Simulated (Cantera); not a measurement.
Charge: 1 mol SiCl4, 0.013 mol Cl2, 57 mol H2, held at 1250 °C.

Method: chemical equilibrium by Gibbs-energy minimisation in Cantera with the NASA 1993 tables (ideal gas, pure condensed phases). Candidate condensed phases: Si; 19 gas species. The tables' values for SiCl3, SiCl are old estimates; treat these amounts as uncertain. The numbers say what is thermodynamically allowed, not how fast it happens.

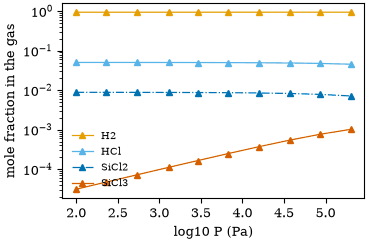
Figure. Equilibrium gas composition (values under 1e-9 drawn at 1e-9)

From 100 Pa to 200000 Pa the condensed part is Si(s). The main Si-bearing gas is SiCl2 throughout.
